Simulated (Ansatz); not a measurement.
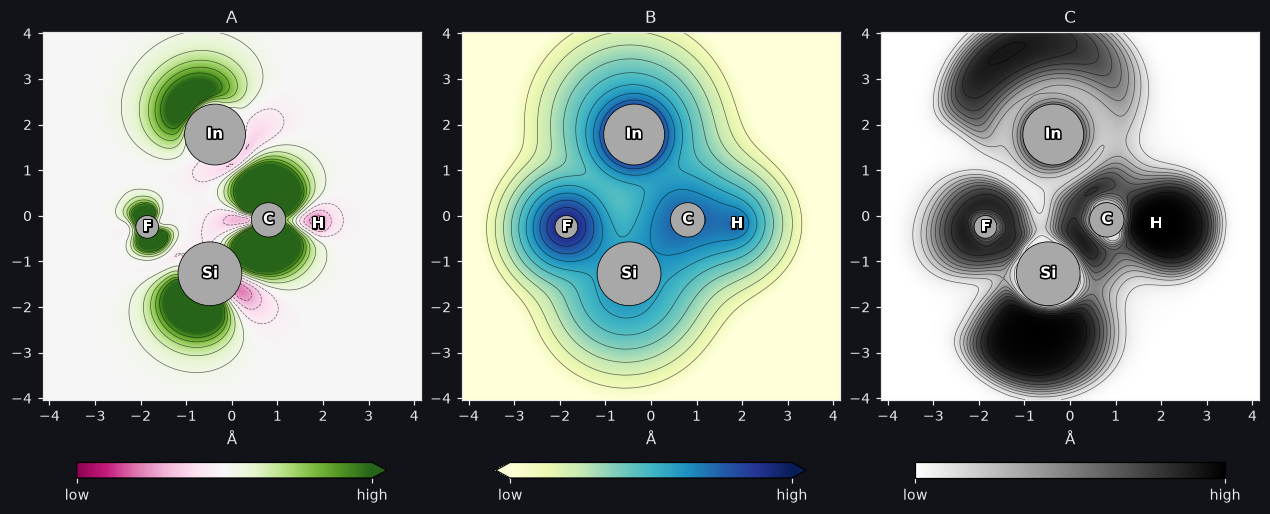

CHFInSi (SMILES F[Si]1=[CH][In]1) (doublet): 3 fields on the molecular plane, with unlabelled colour scales. Grey discs cover the atomic cores.

Geometry: PBE0-D3(BJ)/def2-SVP; core potentials replace the inner electrons of In.

All numbers below come from isolated molecule in a Gaussian basis; Kohn-Sham density functional theory, functional PBE0 in Ansatz 0.2.0.

```xyz
5

C    -0.0596    3.4864    0.0937
F    -2.3477    2.5083    1.0454
In   -0.6167    3.9269    2.1847
Si   -1.4237    2.5156   -0.4019
H     0.8453    3.8212   -0.4253
```

Q: Which field does each panel show? The fields are: electron density, electron localisation function and spin density.

A: Panel A: spin density (confined to the atoms that carry the unpaired spin). Panel B: electron density. Panel C: electron localisation function. From the grid: Si–F (1.72 Å): ρ at the midpoint is about 0.87 e/Å³; the ELF peaks at about 0.85 in the valence shell of F, 0.5 Å from its nucleus, and is about 0.50 at the midpoint. C–Si (1.75 Å): ρ at the midpoint is about 1 e/Å³; the ELF peaks at about 0.90 between the atoms, as expected for localised, covalent bonding.
